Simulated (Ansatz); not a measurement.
**Cl4Zr···H2: density, localisation and related maps**

Input file:

```
crystal:
  periodic: [false, false, false]
  atoms:
    - { symbol: Zr, position_ang: [-0.657043, 0.56595, -0.517705] }
    - { symbol: Cl, position_ang: [2.160173, -1.957803, 0.992868] }
    - { symbol: Cl, position_ang: [0.458562, -0.623227, -2.17548] }
    - { symbol: Cl, position_ang: [-2.923349, 0.049226, -0.478015] }
    - { symbol: Cl, position_ang: [-0.353008, 2.856978, -0.770824] }
    - { symbol: H, position_ang: [1.351856, -1.093843, 1.580125] }
    - { symbol: H, position_ang: [-0.037192, 0.202619, 1.369032] }
basis:
  gaussian: { orbitals: def2-SVP }
hamiltonian:
  xc: pbe
  dispersion: d4
relax:
  f_tol: 0.03
  max_steps: 50
output:
  orbitals: {}
```

Launched as:

```sh
ansatz run input.yaml --threads 2 --pin off --max-ram 3072MiB --backend cpu --events-out ev --progress --plain --runs-dir out
```

The fields are those of the relaxed geometry.

Core potentials replace the inner electrons of Zr.

Level of theory: RKS PBE-D4/def2-SVP (Ansatz 0.2.0).

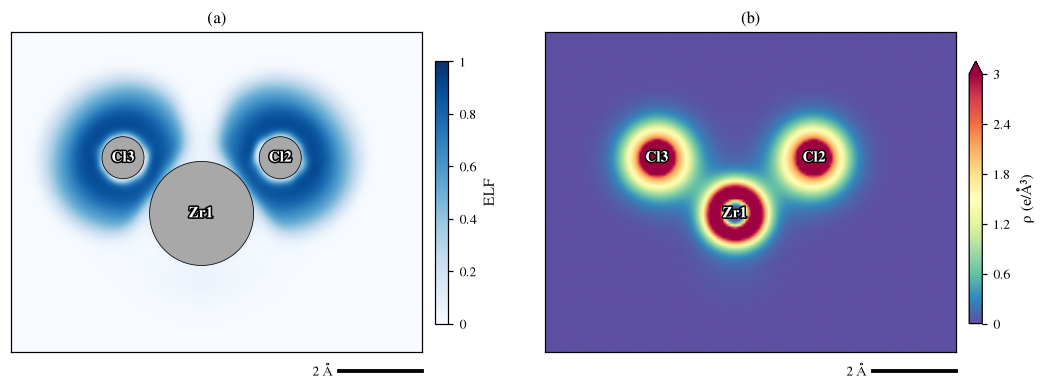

Figure 1. (a) ELF; (b) electron density on the plane of atoms Cl2, Zr1 and Cl3. Grey discs cover the atomic cores in the ELF map.

### What does the map show?

- The section cuts through Zr and Cl sites.
- Zr–Cl (2.33 Å): ρ at the midpoint is about 0.6 e/Å³; the ELF peaks at about 0.85 in the valence shell of Cl, 0.8 Å from its nucleus, and is about 0.30 at the midpoint.

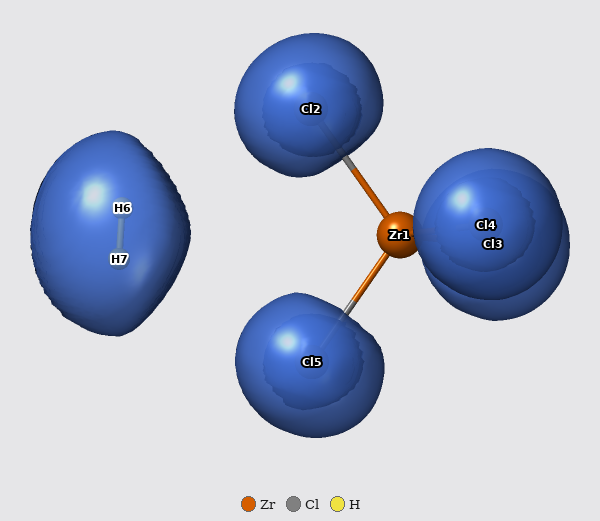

Figure 2. Isosurface of the ELF at 0.8 (blue), seen across its widest extent. Only the valence region is drawn (cores and ρ < 0.01 e/Å³ removed).

### Identify the bonds, lone pairs and shells in this picture.

The surface consists of one region around a hydrogen nucleus and four regions wrapped around Cl (the valence shell of each). Along the contacts the grid gives the following. Cl2···H6 (3.24 Å): the ELF dips to about 0 between them; a non-bonded, intermolecular contact.

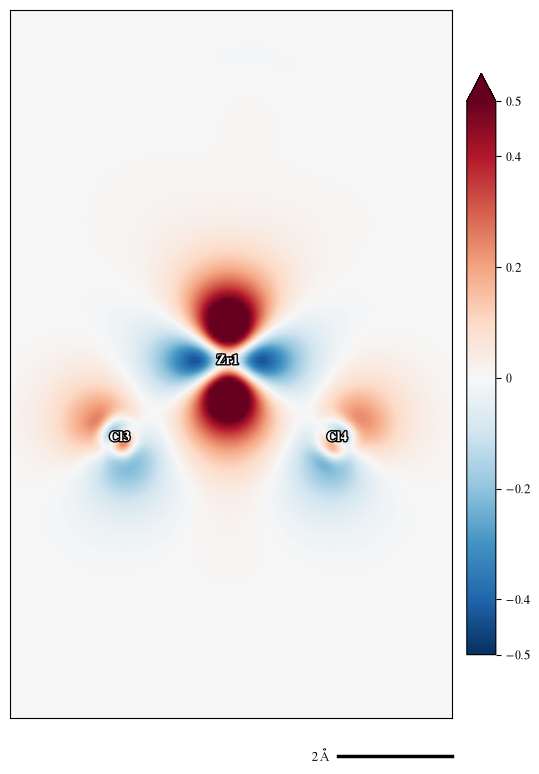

Figure 3. The LUMO on the plane of atoms Cl3, Zr1 and Cl4 (values in Å⁻³ᐟ²; the overall sign is arbitrary).

### What is the character of this orbital?

It lies mainly on Zr1 (about 70 %), Cl3 (about 10 %), Cl4 (about 10 %), Cl2 (about 10 %) and Cl5 (about 10 %). Its energy is −3.43 eV.
